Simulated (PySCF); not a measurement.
Si(H)(Me)2(NHMe), SMILES CN[SiH](C)C, singlet at its GFN2-xTB optimised geometry (Å):

```
16

Si    -0.2600    -0.6715     0.0000
C      1.6361    -0.6715     0.0000
C     -0.9597     1.0952     0.0000
N     -0.7207    -1.4171     1.4850
C     -2.0864    -1.5268     1.9408
H     -0.7433    -1.3585    -1.2206
H      2.0154    -0.1592    -0.8773
H      2.0350    -1.6806    -0.0153
H      2.0385    -0.1702     0.8743
H     -0.5422     1.6806    -0.8133
H     -2.0385     1.0967    -0.1231
H     -0.7331     1.6114     0.9284
H     -0.1664    -2.1997     1.8002
H     -2.6087    -2.3878     1.5079
H     -2.1131    -1.6197     3.0284
H     -2.6242    -0.6262     1.6566
```

Computed with B3LYP/def2-TZVP (PySCF).

Map of the Laplacian of the electron density (e/bohr⁵), clipped to [-1.50, 1.50] on the plane z = 0.8 Å:

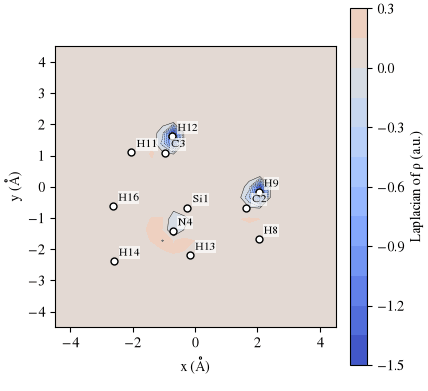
Laplacian of the electron density (e/bohr⁵), clipped to [-1.50, 1.50] on the plane z = 0.8 Å.
